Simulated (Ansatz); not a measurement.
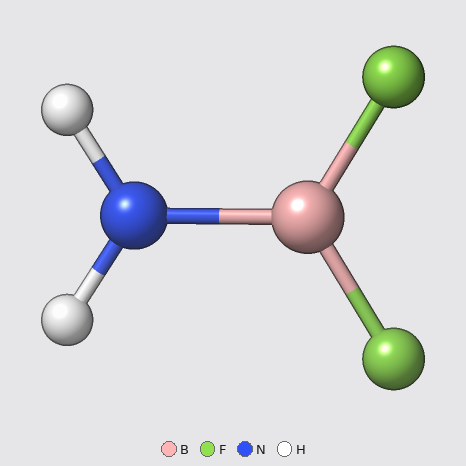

Ball-and-stick drawing of a structure.

Identify the structure.

It has 6 atoms: 1 boron, 2 fluorine, 2 hydrogen and 1 nitrogen (BF₂H₂N). All atoms lie on one plane. Coordination: 1 B trigonal planar; 1 N trigonal planar.

More results for the same structure follow; atom numbers are the same in all pictures, views and colours differ. The geometry was computed by an optimisation with PBE0-D4/def2-TZVP.

### Electronic properties

Method: RKS PBE0-D4/def2-TZVP (Ansatz 0.2.0).

What does the calculation give?

- dipole moment: 2.72 D
- harmonic zero-point energy: 97.1 kJ/mol

### Vibrations

Harmonic vibrations computed with RKS PBE0-D4/def2-TZVP (Ansatz 0.2.0) at a stationary point of the same level.

How many vibrational modes are there, and where do they lie?

Answer. 12 modes: 379, 433, 473, 551, 665, 879, 909, 1432, 1459, 1637, 3653, 3756 cm⁻¹.

### Thermal motion

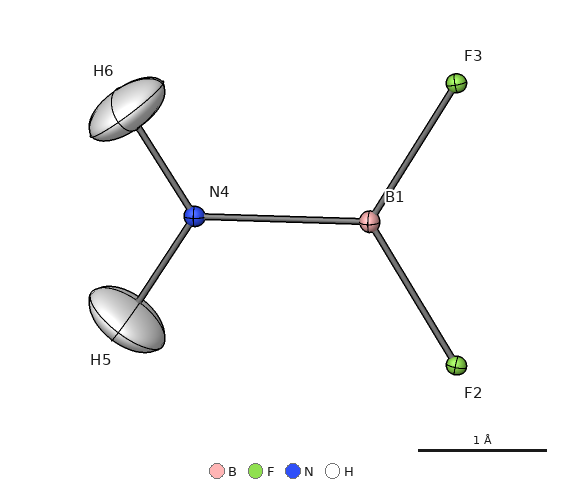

Displacement ellipsoids at the 50 % level, enlarged 1.5 times, from the internal vibrations of the free molecule (harmonic, no overall translation or rotation; no half-axis is drawn under 0.075 Å). Vibrations computed with RKS PBE0-D4/def2-TZVP (Ansatz 0.2.0). Temperature: 400 K.

Which atom has the largest mean-square displacement?

Answer. H5, H6, with U_eq = 0.0240 Å².

Does H6 move more along its bond or across it?

Answer. Across it: the root-mean-square amplitude is 0.074 Å along the bond and up to 0.209 Å across, since bending and torsion are softer than stretching.

List U_eq and the three principal root-mean-square amplitudes for each kind of atom.

```json
{"atom": "B1", "U_eq (Å²)": "0.0017", "rms amplitudes (Å)": "0.035, 0.038, 0.048"}
{"atom": "F2, F3", "U_eq (Å²)": "0.00082", "rms amplitudes (Å)": "0.011, 0.033, 0.035"}
{"atom": "N4", "U_eq (Å²)": "0.0012", "rms amplitudes (Å)": "0.030, 0.036, 0.036"}
{"atom": "H5, H6", "U_eq (Å²)": "0.0240", "rms amplitudes (Å)": "0.074, 0.151, 0.209"}
```

### Charges

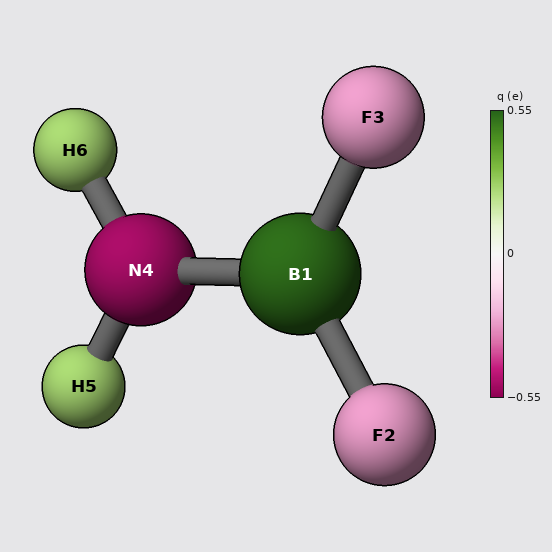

Atoms are coloured by their Mulliken charges. Level of theory: RKS PBE0-D4/def2-TZVP (Ansatz 0.2.0).

Which atom carries the highest charge (most positive or least negative)?

Answer. B1 (0.53 e).

And the lowest?

Answer. N4 (−0.50 e).

Give the Mulliken charges atom by atom.

```csv
atom,value (e)
B1,0.53
F2,−0.27
F3,−0.27
N4,−0.50
H5,0.25
H6,0.25
```

Mulliken values depend strongly on the basis set and can even reverse the polarity of a bond.
